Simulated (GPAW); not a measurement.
CdF2 (Fm-3m): ε∞ against the local-field cutoff

The size of the dielectric matrix of CdF2 (Fm-3m) is raised step by step, on the same bands.

Cell: a, b, c = 3.810, 3.810, 3.810 Å (primitive vectors), 3 atoms.

Method: GPAW 26.7.0, PBE, RPA, k-mesh 11×11×11, Lorentzian half width 0.15 eV.

Launch of the response step: `OMP_NUM_THREADS=1 python df.py`. The series took 2.0 min in all, its band step included, on 1 thread of Arm Neoverse V1, on a shared host.

| cutoff (eV) | time of the step (s) | ε∞ |
| --- | --- | --- |
| 40 | 10 | 2.6624 |
| 60 | 10 | 2.6528 |
| 100 | 12 | 2.6474 |
| 150 | 19 | ? |

The number of plane waves grows as cutoff^(3/2); a common extrapolation takes the result as linear in its inverse.

Working, on the rows shown:

| x = cutoff^(−3/2) (eV^−3/2) | y = ε∞ |
| --- | --- |
| 0.00395285 | 2.6624 |
| 0.00215166 | 2.6528 |
| 0.001 | 2.6474 |

Means: x̄ = 0.0023682, ȳ = 2.6542. Σ(x − x̄)(y − ȳ) = 2.260e-05, Σ(x − x̄)² = 4.430e-06. Slope = 2.260e-05 / 4.430e-06 = 5.102; intercept = ȳ − slope · x̄ = 2.6421. The line misses the rows shown by at most 0.0003.

Fill in the last column of the withheld row.

At x = 0.00054433 the line gives y = 2.6449. The run gave 2.6249, so the extrapolation is off by 0.02, 53 % of the range in the table. Beyond its data the fit drifts from the curve.

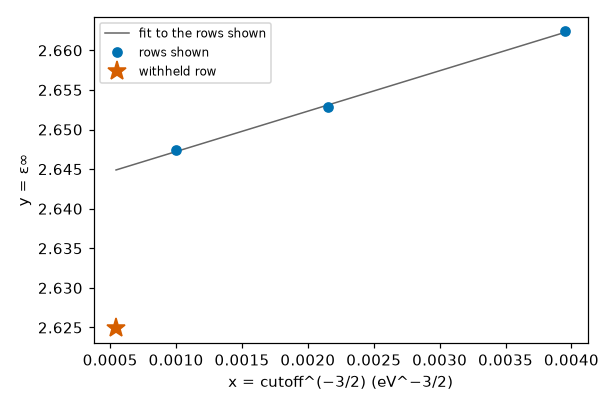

Refitted with all rows, the slope is 9.052 and the intercept 2.6296. The line reaches 2.630 at infinite cutoff, 0.2 % from the last run, while the last two runs differ by 0.85 %. ε∞ moves in steps as shells of reciprocal vectors enter, so the limit is good only to about the larger of these. Excitons are left out; PBE gaps are as a rule too small. The values come from a sum over the points of one k-mesh and carry its error, which grows as the direct gap shrinks. This version of GPAW has incomplete matrix elements in the optical limit, which can lower ε − 1 by up to a tenth where first-row anions or d states rule. Spin-orbit coupling is left out.
